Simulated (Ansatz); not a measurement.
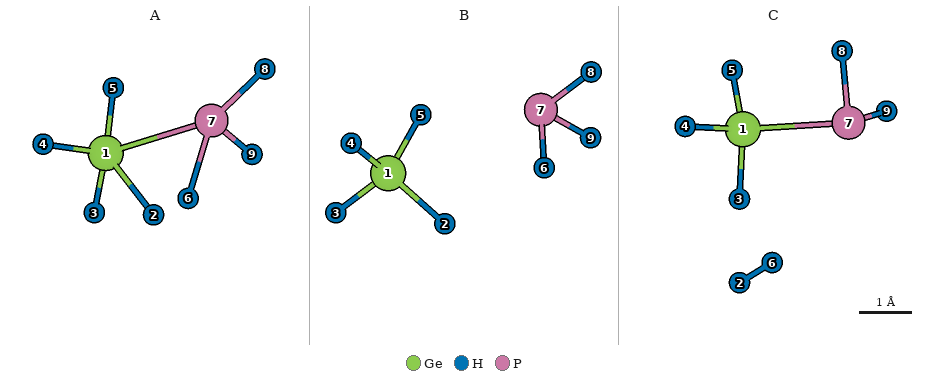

Three geometries of GePH7: a saddle point and the two minima that it joins, in shuffled order. A ball-and-stick model, seen at a tilt. Sticks join atoms that are closer than about 1.2 times the sum of their covalent radii (a little more with hydrogen).

Stationary points at PBE0-D4/def2-TZVP, single-point energies with CCSD(T)/CBS, RPA@PBE, B97M-V, CAM-B3LYP-D4 (def2-TZVPP where no basis is named; Ansatz 0.2.0). The energies are electronic, without zero-point or thermal terms, and both ends are the minima reached downhill from the saddle, with any fragments still in contact. CCSD(T)/CBS stands for a frozen-core estimate: MP2 correlation extrapolated from def2-TZVPP and def2-QZVPP, CCSD(T) minus MP2 from the smaller set.

Question: Identify the saddle point and describe the reaction.

Answer: Frame A is the saddle point. Counted by bonded pieces, B holds GeH₄ + PH₃ and C holds GePH₅ + H₂. From B over the saddle to C, bonds form: Ge1–P7 (3.85 → 2.61 → 2.32 Å), H2–H6 (3.38 → 1.07 → 0.75 Å). Bonds break: Ge1–H2 (1.54 → 1.87 → 3.70 Å), H6–P7 (1.42 → 1.62 → 3.31 Å). The saddle has one imaginary mode, 1484i cm⁻¹. With CCSD(T)/CBS the barrier is 64.2 kcal/mol from B and 64.5 kcal/mol from C, and C lies 0.3 kcal/mol below B.

```csv
level,barrier from B (kcal/mol),barrier from C (kcal/mol),C less B (kcal/mol)
CCSD(T)/CBS,64.2,64.5,−0.3
RPA@PBE,65.2,64.0,1.2
B97M-V,58.8,57.4,1.4
CAM-B3LYP-D4,65.6,63.7,1.9
```

Against CCSD(T)/CBS, RPA@PBE comes closest on the barrier from B (+1.0 kcal/mol) and B97M-V misses most (−5.4 kcal/mol).

Limits of the set-up: the start holds two separate molecules, 3.3 Å apart at their closest, whose relative position is a soft coordinate.
